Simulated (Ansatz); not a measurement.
C2H3Ga (SMILES C#[C][GaH2])

```xyz
6

C    -1.3858   -0.1027    1.3487
C    -1.9629   -1.1917    1.3203
Ga   -0.4862    1.5957    1.3931
H    -2.4699   -2.1484    1.2953
H     1.0799    1.6061    1.2523
H    -1.3612    2.8904    1.5681
```

Geometry: PBE-D3(BJ)/def2-SVP.

Method: isolated molecule in a Gaussian basis; Kohn-Sham density functional theory, functional PBE0 in Ansatz 0.2.0.

Question: Predict the electron density and electron localisation function between the atoms.

Answer: C–C (1.23 Å): ρ at the midpoint is about 2.8 e/Å³; the ELF peaks at about 0.85 between the atoms: a multiple bond.
C–Ga (1.92 Å): ρ is about 0.8 e/Å³ halfway; the ELF peaks at about 0.95 in the valence shell of C, 0.7 Å from its nucleus, and is about 0.45 at the midpoint.
C–H (1.08 Å): ρ at the midpoint is about 2 e/Å³; the ELF climbs to about 1 towards the hydrogen, as it does in any bond to H (an ordinary covalent bond to hydrogen).
Ga–H (1.57 Å): ρ at the midpoint is about 0.97 e/Å³; the ELF climbs to about 1 towards the hydrogen.

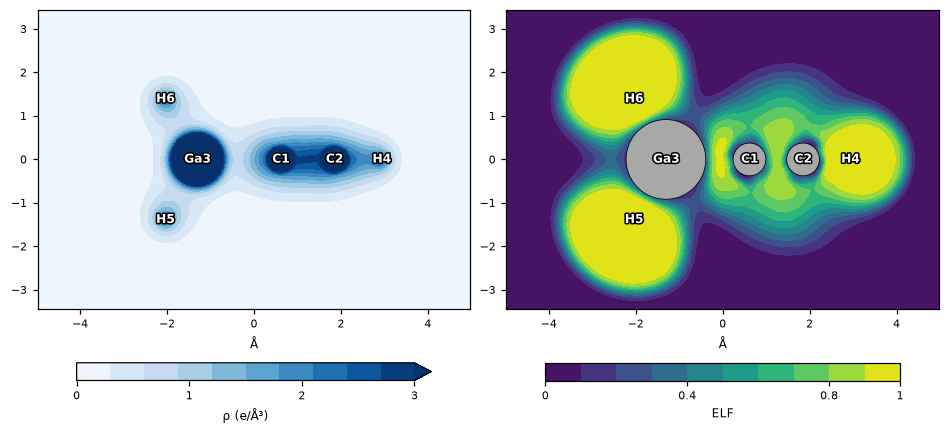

Computed electron density and electron localisation function on the molecular plane, in this order. Grey discs cover the atomic cores in the ELF map. 
